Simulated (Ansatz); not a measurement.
# LiMgBr3 (model cell, started as cubic perovskite with Mg in the octahedra): a soft mode frozen in, part 3 of 3

Aim: this structure of LiMgBr3 (model cell, started as cubic perovskite with Mg in the octahedra) is to be tested for unstable modes, and one is followed downhill.

Ansatz 0.2.0; DFT PBEsol, scalar-relativistic, plane waves, PAW; PAW set soft_1.

So far. Step 5 (Energy along the mode, all amplitudes (two of the runs …): The lowest of the steps tried is the last one, at 0.6 Å, 26.8 meV/atom below the parent; the bottom of the well need not coincide with a step. Step 7 (The new phase in its own primitive cell): The largest force component left is 0.82 meV/Å and the pressure is -0.001 GPa, within the tolerances set. The cell now holds 27.43 Å³/atom. The relaxed cell has a, b, c = 7.293, 10.149, 7.413 Å (conventional setting).

The structure was built from a prototype and need not be the compound's stable phase.

### Step 8. Modes of the new phase, k-mesh 4×4×4

A relaxed structure may still be a saddle point, so its zone-centre modes are computed. The response to a homogeneous field gives the Born charges and the dielectric tensor.

Input file input.yaml:

```yaml
crystal:
  lattice:
    - [-3.6464763708, 5.074380218, 3.7062717485]
    - [3.6464763708, -5.074380218, 3.7062717485]
    - [3.6464763708, 5.074380218, -3.7062717485]
  atoms:
    - { symbol: Li, position: [0.9742449962, 0.2242449962, 0.75] }
    - { symbol: Li, position: [0.0257550038, 0.7757550038, 0.25] }
    - { symbol: Mg, position: [0.5, 0.5, 0.0] }
    - { symbol: Mg, position: [0.0, 0.5, 0.5] }
    - { symbol: Br, position: [0.1862718139, 0.0, 0.6862718139] }
    - { symbol: Br, position: [0.8137281861, 0.0, 0.3137281861] }
    - { symbol: Br, position: [0.8137281861, 0.5, 0.8137281861] }
    - { symbol: Br, position: [0.1862718139, 0.5, 0.1862718139] }
    - { symbol: Br, position: [0.6530554501, 0.4030554501, 0.25] }
    - { symbol: Br, position: [0.3469445499, 0.5969445499, 0.75] }
kpoints:
  mp_grid: { grid: [4, 4, 4] }
hamiltonian:
  xc: pbesol
  pseudopotentials: { kind: paw, azcp: { folder: soft_1 }, xc_functional: pbe }
scf:
  occupations: { method: fixed }
output:
  eigenvalues: true
phonons:
  method: dfpt
  dielectric: true
  rigid_motions: translations
```

Run with:

```
> ansatz run input.yaml --threads 8 --pin off --max-ram 16384MiB --backend cpu --events-out ev --progress --plain --runs-dir out
```

Numbers of over 12 decimals in the logs are rounded to 6 here.

Log:

```text
[...]
Crystal: 10 atoms, lattice volume = 274.318 Å³
Basis set: ecut = 420 eV, 5353 PW (Γ), exchange–correlation on 100×100×100 points (8 copies of the dense FFT grid, shifted against one another)
Bands: 44, of which v1, the nominal top of the filled ones, is band 34 counted from 1 (33 counted from 0)
Symmetry: 8 space group operations
k-points: 36 of 64 (irreducible under 1 space group operation, time reversal used)
[...]
SCF iter   1: F=—  HF=-20664.519104 eV  |F-HF|=—  |Δ(HF+E_count)|=         —  Δρ=3.78e-2  dr2=3.99e0  ethr=3.10e-3  ⟨swp⟩=5.0  Hψ=6153  notcnv=0  defer=259
[...]
SCF iter  10: F=-20663.171967 eV  HF=-20663.171967 eV  |F-HF|=1.82e-10  |Δ(HF+E_count)|=   3.30e-9  Δρ=1.55e-7  dr2=8.12e-11  ethr=1.00e-12  ⟨swp⟩=20.8  Hψ=13350  notcnv=0
SCF 1 converged in 10 iterations: F = -20663.171967 eV  dr2 = 8.12e-11
[...]
NSCF: frozen V_eff on 4 k-points
DFPT response loops at Γ: preconditioner auto → Resta (q_TF=auto, 2.162 Å⁻¹)  ε∞=4.2 (no band partly filled); β = 1.00, the filter's whole step (`scf.mixing.beta` (0.50) is not read by the response loops at its default; to damp them type it under 1.00, their step now; it binds the ground state too); Broyden in place of MSR1
── the response to a field inside a basis, on 4×4×4 k-points: an SCF that follows is theirs, and a resumed run solves both again ──
Bands: 35, of which v1, the nominal top of the filled ones, is band 34 counted from 1 (33 counted from 0)
k-points: 17 of 64
[...]
Eigensolver: Dense (17 Hₖ)
SCF iter   1: F=—  HF=-20663.079685 eV  |F-HF|=—  |Δ(HF+E_count)|=         —  Δρ=1.64e-4  dr2=3.62e-5  ethr=1.00e-1
[...]
SCF iter   4: F=-20663.079737 eV  HF=-20663.079737 eV  |F-HF|=5.98e-8  |Δ(HF+E_count)|=   3.20e-7  Δρ=1.94e-6  dr2=2.75e-8  ethr=3.58e-10
SCF 1 converged in 4 iterations: F = -20663.079737 eV  dr2 = 2.75e-8
[...]
SCF converged after 10 iterations
Free energy (F): -20663.171967 eV
[...]
Internal energy: -20663.171967 eV  (E = F + TS)
E sigma→0 (E₀):  -20663.171967 eV
Fermi energy:    1.522320 eV
[...]
--- Band table (eV; the first three rows and the last of 36) ---
  k-point 0: bands = [... 30 lower, 1.1843, 1.1999, 1.4066, 1.5223, 4.9040, 6.7402, 7.0992, 7.3658, ... 6 higher]
  k-point 1: bands = [... 30 lower, 1.1047, 1.1482, 1.2815, 1.3889, 5.5347, 7.0956, 7.5056, 7.9167, ... 6 higher]
  k-point 2: bands = [... 30 lower, 0.9818, 0.9818, 1.3053, 1.3053, 6.6757, 6.6757, 8.0620, 8.0620, ... 6 higher]
  k-point 35: bands = [... 30 lower, 0.6707, 0.9678, 1.0485, 1.4200, 6.3317, 7.1895, 7.7149, 8.1159, ... 6 higher]
--- Phonons (Γ-DFPT): 12 representative perturbations + reference, on 36 of 64 k-points (Σ response iterations 42) ---
  k mesh reduced under 1 symmetry operation, with k and −k counted as one. Each operation leaves every solved perturbation unchanged. A smaller set is not considered because the run solves the response to a homogeneous field
  ASR residual: 2.109e-4 → 0.000e0 eV/Å²; symmetrization residual: 2.340e-6 eV/Å²
  ASR residual per site (eV/Å²): 1.49e-5 1.49e-5 2.11e-4 2.11e-4 2.93e-5 2.93e-5 2.93e-5 2.93e-5 6.26e-5 6.26e-5
  Γ frequencies (cm⁻¹): 0.00 0.00 0.00 25.77 38.15 42.54 72.95 73.57 76.90 78.52 81.28 91.38 98.52 103.54 109.03 112.11 118.15 152.70 163.79 173.05 178.75 205.04 211.29 216.63 219.86 223.95 275.77 276.25 277.59 358.55
  ε∞ (high-frequency dielectric tensor):
        3.264802     0.000000     0.000000
        0.000000     3.311669     0.000000
        0.000000     0.000000     3.106930
  ε⁰ (static dielectric tensor: ions relaxed, cell fixed):
       10.787365     0.000000     0.000000
        0.000000     7.284227     0.000000
        0.000000     0.000000     8.221870
  ε⁰ − ε∞ (ionic part):
        7.522563     0.000000     0.000000
        0.000000     3.972557     0.000000
        0.000000     0.000000     5.114940
  softest optical mode at Γ: 25.77 cm⁻¹; the repairs (sum rule, projections) moved no ω² at Γ by more than (2.27 cm⁻¹)²
  Born effective charges Z* (e; rows j = field, columns β = displacement):
    site 0:
         1.28538    0.00000   -0.00000
        -0.00000    1.23470   -0.00000
        -0.00000   -0.00000    0.80707
    site 1:
         1.28538    0.00000   -0.00000
        -0.00000    1.23470   -0.00000
        -0.00000   -0.00000    0.80707
    site 2:
         2.31898    0.00000   -0.00000
        -0.00000    2.50286    0.11902
        -0.00000    0.43797    2.29056
    site 3:
         2.31898    0.00000   -0.00000
        -0.00000    2.50286   -0.11902
        -0.00000   -0.43797    2.29056
    site 4:
        -1.50660    0.00000   -0.61732
         0.00000   -0.91608   -0.00000
        -0.60588   -0.00000   -1.06477
    site 5:
        -1.50660    0.00000   -0.61732
        -0.00000   -0.91608   -0.00000
        -0.60588   -0.00000   -1.06477
    site 6:
        -1.50660   -0.00000    0.61732
        -0.00000   -0.91608   -0.00000
         0.60588    0.00000   -1.06477
    site 7:
        -1.50660   -0.00000    0.61732
         0.00000   -0.91608    0.00000
         0.60588    0.00000   -1.06477
    site 8:
        -0.59115    0.00000   -0.00000
        -0.00000   -1.90540   -0.00000
        -0.00000   -0.00000   -0.96809
    site 9:
        -0.59115    0.00000   -0.00000
        -0.00000   -1.90540   -0.00000
        -0.00000   -0.00000   -0.96809
  Z* charge neutrality: 1.575e-2 e pre-enforcement
  solved inside a basis spanned on kpoints, on 4×4×4 k-points, its susceptibility summed on 6×6×6: ε∞ is read to err by 1.4e-2, Z* by 1.7e-2 e (field_mesh: kpoints solves on kpoints); Z* is corrected for what the basis lacks
  optical modes at Γ without the LO–TO term, one row a degenerate level:
      ω (cm⁻¹)  modes    IR ((D/Å)²/amu)
         25.77      1             0.0000
[...]
optical modes at Γ + LO–TO along q̂ = [1.0000, 0.0000, 0.0000]:
      ω (cm⁻¹)  modes    IR ((D/Å)²/amu)
[...]
optical modes at Γ + LO–TO along q̂ = [0.0000, 1.0000, 0.0000]:
      ω (cm⁻¹)  modes    IR ((D/Å)²/amu)
[...]
optical modes at Γ + LO–TO along q̂ = [0.0000, 0.0000, 1.0000]:
      ω (cm⁻¹)  modes    IR ((D/Å)²/amu)
[...]
163.79      1             0.0000
        173.05      1             0.0000
        178.75      1             7.0596
        205.04      1             0.7022
        216.63      1            15.1475
        219.86      1            20.9827
        223.95      1             0.0000
        266.05      1             4.6260
        275.77      1             0.0000
        276.25      1             0.0000
        294.71      1            11.3129
        358.55      1             3.1373
```

Elapsed: 1.8 min, on 8 threads of Arm Neoverse V2, shared host; peak memory 2.5 GiB.

Numbers from this step:

| Property | Result |
| --- | --- |
| sum-rule residual before enforcement | 2.11e-4 eV/Å² |
| miss of the charge sum rule | 0.01575 e |
| estimated error of the dielectric tensor | 0.01361 |
| estimated error of the Born charges | 0.01671 e |
| point group | mmm |
| highest optical mode at the zone centre (no LO-TO term) | 358.6 cm⁻¹ |
| lowest optical zone-centre mode | 25.77 cm⁻¹ |
| mean high-frequency dielectric constant | 3.228 |
| largest Born charge (third of the trace) | 2.371 e |
| mean static dielectric constant | 8.764 |
| top of the zone-centre spectrum with the field | 380.0 cm⁻¹ |

Without the LO-TO term. Patterns of degenerate modes are one choice out of their space. The modes at Γ (shares of kinetic energy by element, %):

| mode | frequency (cm⁻¹) | symmetry | Li % | Mg % | Br % |
| --- | --- | --- | --- | --- | --- |
| 1 | 0.0 | acoustic | 3 | 9 | 88 |
| 2 | 0.0 | acoustic | 3 | 9 | 88 |
| 3 | 0.0 | acoustic | 3 | 9 | 88 |
| 4 | 25.8 | B1g | 0 | 0 | 100 |
| 5 | 38.1 | B3u | 2 | 2 | 97 |
| 6 | 42.5 | B2g | 1 | 0 | 99 |
| 7 | 73.0 | B3u | 0 | 34 | 66 |
| 8 | 73.6 | B1u | 4 | 3 | 93 |
| 9 | 76.9 | Ag | 0 | 0 | 100 |
| 10 | 78.5 | B3g | 1 | 0 | 99 |
| 11 | 81.3 | Au | 0 | 0 | 100 |
| 12 | 91.4 | B2u | 2 | 26 | 72 |
| 13 | 98.5 | B2g | 2 | 0 | 98 |
| 14 | 103.5 | B3g | 1 | 0 | 99 |
| 15 | 109.0 | B1g | 0 | 0 | 100 |
| 16 | 112.1 | Ag | 5 | 0 | 95 |
| 17 | 118.2 | B1u | 6 | 25 | 69 |
| 18 | 152.7 | B1u | 72 | 15 | 13 |
| 19 | 163.8 | Ag | 95 | 0 | 5 |
| 20 | 173.1 | B3g | 1 | 0 | 99 |
| 21 | 178.8 | B3u | 3 | 55 | 42 |
| 22 | 205.0 | B2u | 7 | 67 | 26 |
| 23 | 211.3 | B1u | 0 | 66 | 34 |
| 24 | 216.6 | B3u | 93 | 1 | 6 |
| 25 | 219.9 | B2u | 19 | 69 | 12 |
| 26 | 223.9 | Au | 0 | 100 | 0 |
| 27 | 275.8 | B2g | 98 | 0 | 2 |
| 28 | 276.2 | B3g | 98 | 0 | 2 |
| 29 | 277.6 | B1u | 16 | 82 | 2 |
| 30 | 358.6 | B2u | 70 | 30 | 1 |

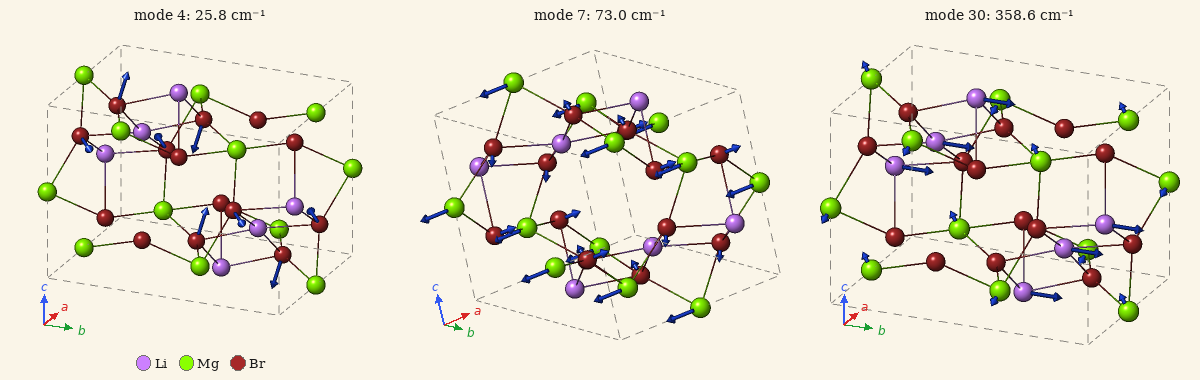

Displacement patterns of modes 4, 7 and 30 at Γ; arrows are exaggerated. Some periodic images of atoms are drawn too.

Optical modes at the zone centre, without and with the macroscopic field of the longitudinal modes; each column is sorted by frequency, so a row need not hold one and the same mode. Modes with and without the field, by row:

| rank among optical modes | no field (cm⁻¹) | q along (1, 0, 0) (cm⁻¹) | q along (0, 1, 0) (cm⁻¹) | q along (0, 0, 1) (cm⁻¹) |
| --- | --- | --- | --- | --- |
| 1 | 25.8 | 25.8 | 25.8 | 25.8 |
| 2 | 38.1 | 38.2 | 38.1 | 38.1 |
| 3 | 42.5 | 42.5 | 42.5 | 42.5 |
| 4 | 73 | 73.6 | 73 | 73 |
| 5 | 73.6 | 76.9 | 73.6 | 76.4 |
| 6 | 76.9 | 78.5 | 76.9 | 76.9 |
| 7 | 78.5 | 81.3 | 78.5 | 78.5 |
| 8 | 81.3 | 85.9 | 81.3 | 81.3 |
| 9 | 91.4 | 91.4 | 93 | 91.4 |
| 10 | 98.5 | 98.5 | 98.5 | 98.5 |
| 11 | 103.5 | 103.5 | 103.5 | 103.5 |
| 12 | 109 | 109 | 109 | 109 |
| 13 | 112.1 | 112.1 | 112.1 | 112.1 |
| 14 | 118.2 | 118.2 | 118.2 | 130.4 |
| 15 | 152.7 | 152.7 | 152.7 | 162.1 |
| 16 | 163.8 | 163.8 | 163.8 | 163.8 |
| 17 | 173.1 | 173.1 | 173.1 | 173.1 |
| 18 | 178.8 | 189.8 | 178.8 | 178.8 |
| 19 | 205 | 205 | 205.5 | 205 |
| 20 | 211.3 | 211.3 | 211.3 | 216.6 |
| 21 | 216.6 | 219.9 | 216.6 | 219.9 |
| 22 | 219.9 | 223.9 | 223.9 | 223.9 |
| 23 | 223.9 | 275.8 | 275.8 | 266.1 |
| 24 | 275.8 | 276.2 | 276.2 | 275.8 |
| 25 | 276.2 | 277.6 | 277.6 | 276.2 |
| 26 | 277.6 | 314.7 | 301.7 | 294.7 |
| 27 | 358.6 | 358.6 | 380 | 358.6 |

Born charge (rows field, columns displacement) (e), principal values of the symmetric part by kind of site:

| atom | atoms with these values | low | middle | high | mean |
| --- | --- | --- | --- | --- | --- |
| Li1 | 2 | 0.81 | 1.23 | 1.29 | 1.11 |
| Mg3 | 2 | 2.10 | 2.32 | 2.69 | 2.37 |
| Br5 | 4 | -1.94 | -0.92 | -0.64 | -1.16 |
| Br9 | 2 | -1.91 | -0.97 | -0.59 | -1.15 |

In full for Br9:

```
-0.59  0.00  0.00
 0.00 -1.91  0.00
 0.00  0.00 -0.97
```

High-frequency dielectric tensor:

```
3.26 0.00 0.00
0.00 3.31 0.00
0.00 0.00 3.11
```

Static dielectric tensor (ions relaxed, fixed cell):

```
10.79  0.00  0.00
 0.00  7.28  0.00
 0.00  0.00  8.22
```

Transverse modes. Lines of the infrared spectrum (strongest = 100):

| position (cm⁻¹) | lines merged | relative intensity |
| --- | --- | --- |
| 26 | 1 | 0.0 |
| 38 | 1 | 0.0 |
| 42 | 1 | 0.0 |
| 73 | 1 | 11 |
| 74 | 1 | 2.4 |
| 77 | 1 | 0.0 |
| 78 | 1 | 0.0 |
| 81 | 1 | 0.0 |
| 91 | 1 | 1.4 |
| 98 | 1 | 0.0 |
| 104 | 1 | 0.0 |
| 109 | 1 | 0.0 |
| 112 | 1 | 0.0 |
| 118 | 1 | 16 |
| 153 | 1 | 10 |
| 164 | 1 | 0.0 |
| 173 | 1 | 0.0 |
| 179 | 1 | 34 |
| 205 | 1 | 3.3 |
| 211 | 1 | 50 |
| 217 | 1 | 72 |
| 220 | 1 | 100 |
| 224 | 1 | 0.0 |
| 276 | 2 | 0.0 |
| 278 | 1 | 3.2 |
| 358 | 1 | 15 |

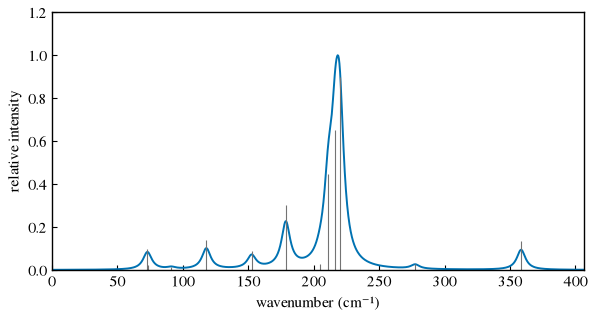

The infrared spectrum, broadened with Lorentzians of width 8 cm⁻¹; bars mark the lines.

Before it was imposed, the acoustic sum rule was missed by 2.1e-4 eV/Å² and the charge sum rule by 0.016 e. Small misses are needed for a sound result but don't prove that mesh and cutoff are converged. The lowest optical mode is real, 25.8 cm⁻¹.

### Step 9. The phases reached

The phases reached along the modes that were followed are set side by side.

Energies are those of the first relaxation, on the mesh of the frozen mode; space group, volume and gap are those of the last relaxation. Phases, by row:

| mode frozen in | space group | energy from parent (meV/atom) | volume (Å³/atom) | gap on mesh (eV) | lowest zone-centre optical mode (cm⁻¹) | largest shift (Å) |
| --- | --- | --- | --- | --- | --- | --- |
| parent | Pm-3m | 0 | 28.32 | 2.869 | – | – |
| q = (0, 0, 0), 176i cm⁻¹ | P4mm | -112 | 29.64 | 2.334 | 8.7 | 2.032 |
| q = (0, 0, 0), 176i cm⁻¹ | R3m | -112.1 | 30 | 2.494 | 23.2 | 1.334 |
| q = (0, 0, 0), 176i cm⁻¹ | Amm2 | -89.36 | 29.31 | 2.584 | -154.5 | 1.183 |
| q = (-0.5, -0.5, -0.5), 173i cm⁻¹ | I4/mmm | -79.81 | 29.44 | 2.642 | -66.9 | 1.269 |
| q = (-0.5, -0.5, -0.5), 173i cm⁻¹ | R-3m | -106 | 29.96 | 2.484 | -46.4 | 1.631 |
| q = (-0.5, -0.5, -0.5), 173i cm⁻¹ | Imma | -177.1 | 27.43 | 3.382 | 25.8 | 1.662 |

### Step 10. Summary of results

```yaml
unstable_mode_of_the_parent: q = (-0.5, -0.5, -0.5), 173i cm⁻¹
depth_at_the_lowest_point_sampled: 26.8 meV/atom
largest_atomic_shift_at_that_point: 0.6 Å
space_group_reached_within_0p01_a: Imma
energy_gained_over_the_parent_first_relaxation_on_the_mesh_of_the_frozen_mode: 177 meV/atom
volume_per_atom_phase_reached: 27.4 Å³
gap_on_the_k_mesh_phase_reached: 3.38 eV
lowest_optical_zone_centre_mode_phase_reached: 25.8 cm⁻¹
highest_optical_mode_at_the_zone_centre_no_lo_to_term_phase_reached: 359 cm⁻¹
```

In words: Along this mode the structure falls into Imma, 177 meV/atom below the parent. At the parent's cell the well is 26.83 meV/atom deep on the steps tried, with its lowest point at a shift of 0.6 Å. That is the last step tried, so the steps alone don't bracket the bottom of the well. Relaxing atoms and cell changes the gain by +150.21 meV/atom against the lowest step (energies at zero smearing). Most of the total comes from this relaxation. The new phase has no imaginary mode at the zone centre of its cell; other wavevectors were not checked. Of the 6 patterns followed to their end from this parent, this one reaches the lowest energy. Each path keeps the symmetry of its pattern, so a lower phase may lie along a pattern not tried. The PAW files were made for PBE and serve the other functionals too. The starting cell was built on a prototype and not taken from a measurement, so the phase need not exist.

[Logs are printed without paths, hosts, clocks, repeated set-up lines and the standing remarks that a program may print on its own settings, such as how far it seeks lower states.]

[Hosts, paths, dates, database ids (printed as entryN), source tags and the programs' standing remarks are cut or masked in the printed files.]
